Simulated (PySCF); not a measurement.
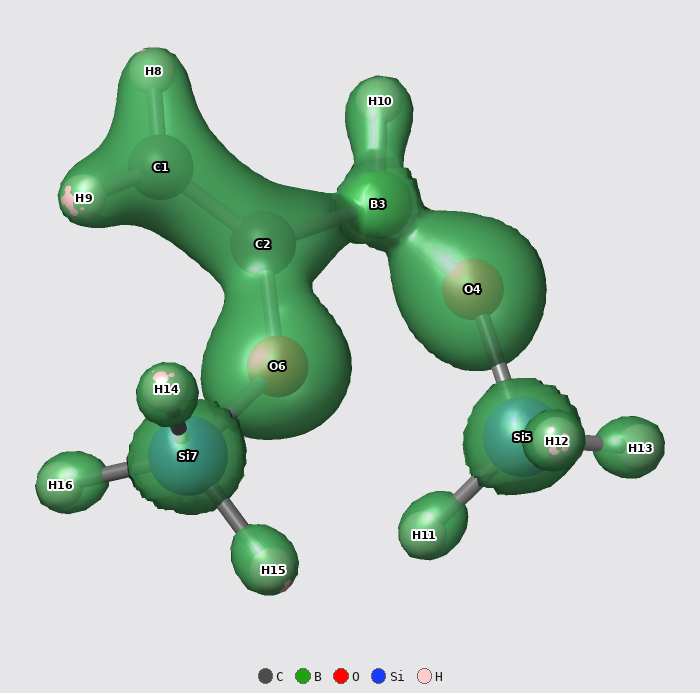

C$_{2}$H$_{9}$BO$_{2}$Si$_{2}$ (SMILES C=C(BO[SiH3])O[SiH3]). Isosurface of the electron density at 1 e/Å³ (green), seen at a tilt.

Geometry: GFN2-xTB.

All numbers below come from CAM-B3LYP/def2-SVPD, SCF density, gas phase in PySCF.

```xyz
16

C    -1.2073    1.9227   -0.5014
C    -0.2616    1.0177   -0.2492
B     1.2911    1.2974   -0.3417
O     2.1377    0.3192   -0.1012
Si    2.1895   -1.2557    0.3147
O    -0.5587   -0.2615    0.1114
Si   -1.9529   -1.0772    0.2917
H    -0.9342    2.9232   -0.7794
H    -2.2593    1.6941   -0.4386
H     1.6979    2.3633   -0.6249
H     1.4952   -2.0730   -0.6783
H     1.6438   -1.4176    1.6608
H     3.6351   -1.4914    0.2806
H    -2.8168   -0.4405    1.2904
H    -1.4287   -2.3606    0.7339
H    -2.6784   -1.1511   -0.9803
```

**How is the density connected at this value?**

At this value the surface falls into nine separate pieces. It bridges the sampled B–O (1.32 Å), C–C (1.33 Å), C–O (1.36 Å) and C–B (1.58 Å) contacts, where the density stays above the isovalue. On the grid the lowest density along these lines, outside the cores, is 1.7 e/Å³ (B–O, 1.32 Å), 2.3 e/Å³ (C–C, 1.33 Å), 1.8 e/Å³ (C–O, 1.36 Å) and 1.2 e/Å³ (C–B, 1.58 Å).
